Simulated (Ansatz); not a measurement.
Take AlN in the zinc blende structure (space group F-43m, No. 216; a = 4.370 Å) as the base. Axes: x, y, z lie along the cube axes.

Now apply this change: biaxial strain −0.83 %, plane normal [111], relaxed out of plane (Cartesian); in-plane vectors clamped, the third vector and the atoms free.

All numbers come from r2SCAN (Ansatz, a quantum-chemistry and plane-wave program, PAW, without spin-orbit coupling).

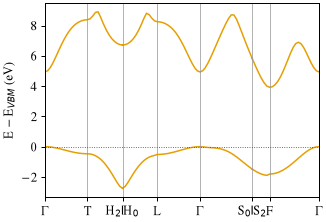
Figure: Highest valence and lowest conduction band along the path of the changed cell's own zone

The gap is 3.92 eV, indirect, Γ → F; the base has 3.94 eV.

Whether these cells are dynamically stable was not tested. This is not the structure that AlN has at room temperature and ambient pressure. k-point labels follow each cell's own Brillouin zone.
